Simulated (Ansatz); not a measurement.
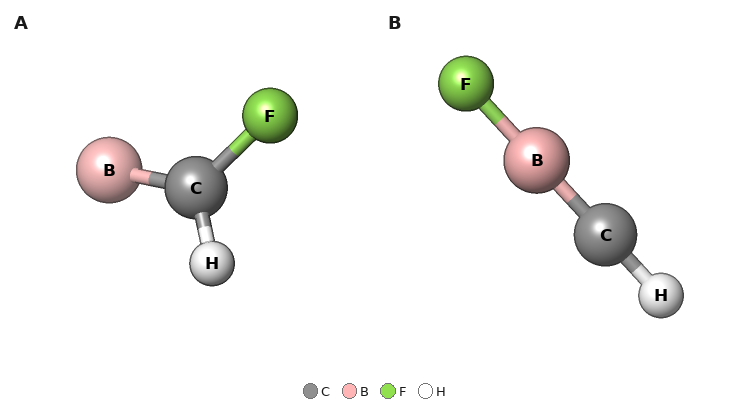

2 stationary structures of one formula. The species has charge −1 and is a spin singlet. Geometries: PBE-D4/def2-SVPD. Electronic energies: PBE-D4/def2-SVPD (Ansatz 0.2.0), without zero-point energy. No frequency run is at hand to confirm each as a minimum.

Which is lowest in energy, and by how much?

Answer. B is lowest (C∞v); A lies 2.580 eV above it (Cs).
